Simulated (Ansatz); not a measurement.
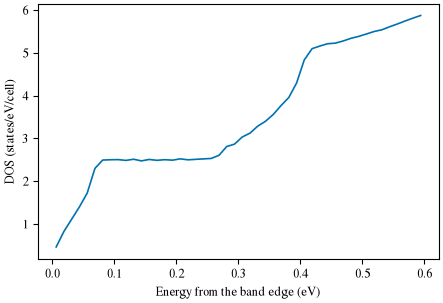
Figure. Density of states of SrZrO3 (Pm-3m) below the valence band maximum, PBEsol, rigid bands (Ansatz, a first-principles code); cell volume 70.4 Å³.

Q: What effective density of states at 300 K does this give (∫ g(E) exp(−E/k_BT) dE, both spins, divided by the cell's size)?

A: 3.5e20 cm⁻³, a density-of-states mass of 5.8 mₑ, valleys and band degeneracy included.

Spin-orbit coupling is left out; where it splits the top of the valence band, N_v and the p-type Seebeck coefficient come out somewhat high without it. Geometry: cell and atoms relaxed with PBEsol.

SrZrO3 (Pm-3m): a high-temperature phase held by its symmetry.
